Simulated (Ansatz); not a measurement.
**Run report: AlF4 (charge −1), geometry relaxation**

AlF4, charge −1, computed with RKS PBE0-D4/def2-TZVPD (Ansatz 0.2.0).

The geometry: GFN2-xTB start. Figures and captions count atoms from 1; the log counts them from 0 in places.

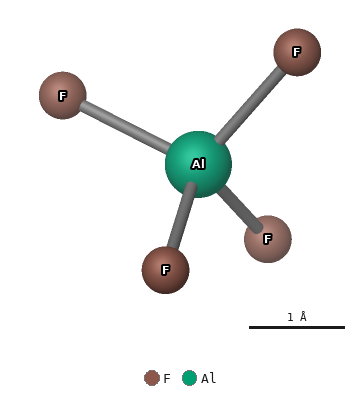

Fig. 1: The structure as given in the input (ball-and-stick view, seen at a tilt). Sticks mark near contacts. Bond lengths as drawn: Al–F 1.68 Å.

### The input
```yaml
crystal:
  periodic: [false, false, false]
  atoms:
    - {symbol: F, position_ang: [-0.101160, -0.293100, 1.654480]}
    - {symbol: Al, position_ang: [0.000000, -0.000010, -0.000000]}
    - {symbol: F, position_ang: [-1.338520, 0.892880, -0.494560]}
    - {symbol: F, position_ang: [0.034420, -1.465070, -0.828220]}
    - {symbol: F, position_ang: [1.405250, 0.865300, -0.331700]}
basis:
  gaussian: {orbitals: def2-TZVPD}
total_charge: -1
hamiltonian: {xc: pbe0, dispersion: d4}
relax: {f_tol: 0.005, max_steps: 150}
```

### Output
```
Functional definition: PBE0
  name "PBE0"
  cite "Adamo & Barone, J. Chem. Phys. 110, 6158 (1999) doi:10.1063/1.478522"
  cite "Perdew, Burke & Ernzerhof, Phys. Rev. Lett. 77, 3865 (1996) doi:10.1103/PhysRevLett.77.3865"
  parent pbe
  parameter a = 0.25
  parameter kappa = 0.804
  parameter beta = 0.06672455060314922
  exchange = (1 - a)*pbe_x(kappa = kappa, mu = beta*pi^2/3) + a*exact_x
  correlation = pbe_c(beta = beta)
1082 factors; their error is unknown
mean field evaluation 1: about -17466.3802 eV, gradient 2.4e1 eV
mean field evaluation 2: about -17465.5781 eV, gradient 3.6e1 eV
mean field evaluation 4: about -17467.2470 eV, gradient 3.7e-1 eV
mean field evaluation 8: about -17467.2951 eV, gradient 2.1e-3 eV
mean field -17467.29511804 eV, -641.9112558301 hartree, gradient 8.6e-6 eV, S^2 0.000000; 0 other end points of the search recorded, 0 dependent functions left out
the calculation of the forces begins
reference -17467.29516098 eV, -641.9112574080 hartree; 25, 25 occupied and 178, 178 virtual orbitals, 1082 factors
relax step   1: F+E_penalty+E_count = -17467.36434373 eV  Δ(F+E_penalty+E_count) = +0.000e0 eV  max|allowed force component| = 1.485e-1 eV/Å  Δτ_max = 0.0000 Å  (24 SCF iters, accepted)
these checks for a lower state are left out or cut short: starts, cluster_reference, orbital_swaps, neighbouring_geometries, increment
1082 factors; their error is unknown
mean field evaluation 16: about -17467.2962 eV, gradient 8.2e-2 eV
mean field -17467.29625661 eV, -641.9112976717 hartree, gradient 2.3e-5 eV, S^2 0.000000; 0 other end points of the search recorded, 0 dependent functions left out
the calculation of the forces begins
reference -17467.29629956 eV, -641.9112992501 hartree; 25, 25 occupied and 178, 178 virtual orbitals, 1082 factors
relax step   2: F+E_penalty+E_count = -17467.36543217 eV  Δ(F+E_penalty+E_count) = -1.088e-3 eV  max|allowed force component| = 8.811e-2 eV/Å  Δτ_max = 0.0023 Å  (28 SCF iters, accepted)
these checks for a lower state are left out or cut short: starts, cluster_reference, orbital_swaps, neighbouring_geometries, increment
1082 factors; their error is unknown
mean field -17467.29692891 eV, -641.9113223784 hartree, gradient 2.3e-5 eV, S^2 0.000000; 0 other end points of the search recorded, 0 dependent functions left out
the calculation of the forces begins
reference -17467.29697189 eV, -641.9113239577 hartree; 25, 25 occupied and 178, 178 virtual orbitals, 1082 factors
relax step   3: F+E_penalty+E_count = -17467.36603073 eV  Δ(F+E_penalty+E_count) = -5.986e-4 eV  max|allowed force component| = 9.301e-4 eV/Å  Δτ_max = 0.0033 Å  (28 SCF iters, accepted)
1082 factors; their error is unknown
mean field evaluation 32: about -17467.2472 eV, gradient 1.1e0 eV
```

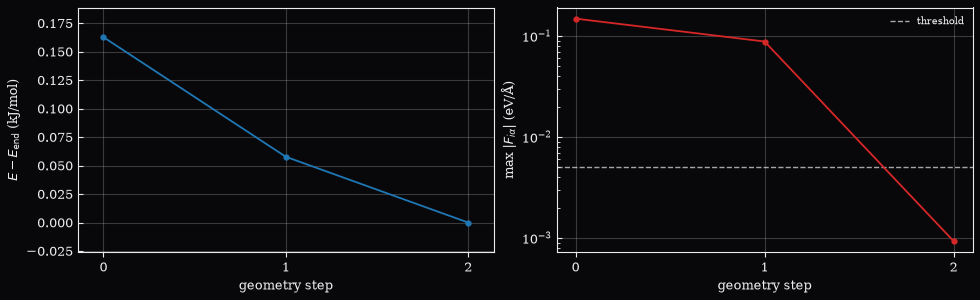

Fig. 2: Progress of the relaxation, step by step (the first geometry is step 0 here and step 1 in the log). The largest moves after the best rigid fit, 0.006 Å, are those of F1, F3, F4 and F5. Al stays in place. Among the contacts that change: Al2–F3 1.683 → 1.689 Å. After 2 geometry steps the energy has fallen by 0.16 kJ/mol. Largest force component: 0.15 eV/Å at the start, 0.00093 eV/Å at the end. (Atoms are counted from 1 in the order of the input.)

```
mean field -17467.29692891 eV, -641.9113223784 hartree, gradient 2.2e-5 eV, S^2 0.000000; 1 other end points of the search recorded, 0 dependent functions left out
the calculation of the forces begins
reference -17467.29697189 eV, -641.9113239577 hartree; 25, 25 occupied and 178, 178 virtual orbitals, 1082 factors
Total energy: -17467.36607371 eV, -641.9138634028 hartree
Atom 0 at    -0.101492    -0.294048     1.659994 Å, force    -0.000062    -0.000118     0.000930 eV/Å
Atom 1 at    -0.000003     0.000002     0.000002 Å, force     0.000024    -0.000030    -0.000045 eV/Å
Atom 2 at    -1.343001     0.895813    -0.496204 Å, force    -0.000759     0.000473    -0.000249 eV/Å
Atom 3 at     0.034543    -1.469894    -0.830998 Å, force     0.000016    -0.000781    -0.000477 eV/Å
Atom 4 at     1.409943     0.868127    -0.332795 Å, force     0.000781     0.000456    -0.000159 eV/Å
Dipole moment:    -0.000003     0.000004     0.000005 e Å
```

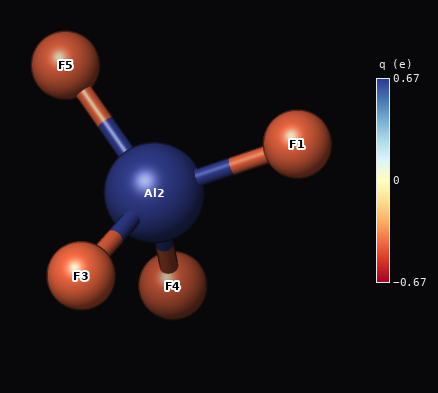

Fig. 3: Mulliken charges, as the colour of each atom (ball-and-stick view, seen at a tilt; atoms are numbered from 1 in the order of the input). By element: F −0.41 and Al +0.64 e.

### Key numbers

| quantity | value |
| --- | --- |
| outcome | converged |
| total energy | −17467.3661 eV |
| mean-field energy | −17467.2970 eV |
| dispersion energy | −0.0691 eV |
| SCF solution under orbital rotations | stable |
| largest force (length of the vector) at the end | 0.001 eV/Å |
| hardware | 2 CPU threads, shared host |
| wall time | 15 s (CPU time 27 s) |
| peak memory | 0.5 GiB |
